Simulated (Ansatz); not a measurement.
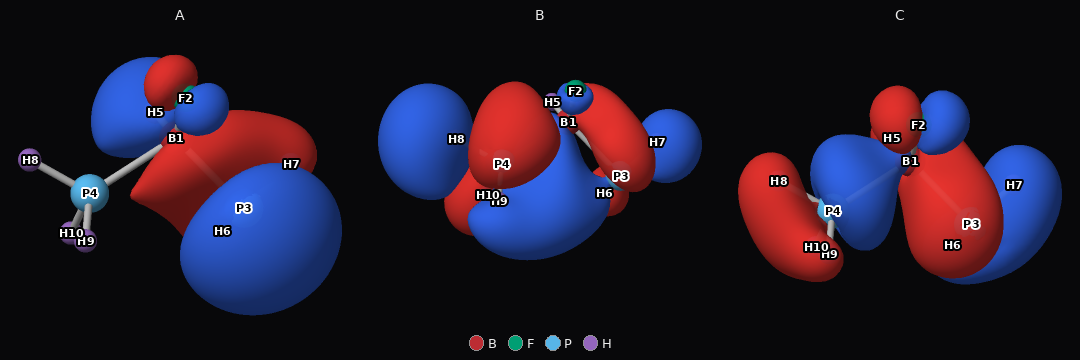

BFH$_{6}$P$_{2}$. Three frontier orbitals at ±0.06 Å⁻³ᐟ² (blue and red are the two phases), in no order.

Geometry: BLYP-D3(BJ)/def2-SVP.

All numbers below come from isolated molecule in a Gaussian basis; Kohn-Sham density functional theory, functional PBE0 (Ansatz 0.2.0).

Input file:

```
crystal:
  periodic: [false, false, false]
  atoms:
    - symbol: B
      position_ang: [-2.602402, 1.300214, 0.846215]
    - symbol: F
      position_ang: [-2.742687, 2.592769, 1.314216]
    - symbol: P
      position_ang: [-2.243389, 1.186089, -1.134571]
    - symbol: P
      position_ang: [-0.796208, 0.511888, 1.678117]
    - symbol: H
      position_ang: [-3.336687, 0.458658, 1.359225]
    - symbol: H
      position_ang: [-2.374270, -0.249437, -1.217658]
    - symbol: H
      position_ang: [-3.627804, 1.397122, -1.475469]
    - symbol: H
      position_ang: [-0.652551, 0.455230, 3.099639]
    - symbol: H
      position_ang: [0.498960, 1.014511, 1.337307]
    - symbol: H
      position_ang: [-0.601782, -0.866007, 1.368284]
basis:
  gaussian:
    orbitals: def2-TZVPD
hamiltonian:
  xc: pbe0
output: {forces: true, orbitals: {seedname: orbitals}}
```

Launched as:

```sh
ansatz run input.yaml --threads 1 --pin off --max-ram 2610MiB --events-out events.jsonl --progress --plain --runs-dir runs
```

Order the three orbitals by energy and name them.

Answer. C is the HOMO−1 (−8.17 eV). By Hirshfeld shares it lies mainly on P3 (about 30 %), P4 (about 25 %), B1 (about 15 %), F2 (about 10 %) and H7 (about 5 %). A is the HOMO (−6.74 eV). It lies mainly on P3 (about 65 %), B1 (about 15 %) and H5 (about 5 %); largely a lone pair of P3. B is the LUMO (−0.65 eV). It lies mainly on P4 (about 40 %), H8 (about 15 %), P3 (about 10 %), B1 (about 10 %) and H10 (about 10 %).

What is the HOMO–LUMO gap?

Answer. 6.09 eV between the orbital energies.
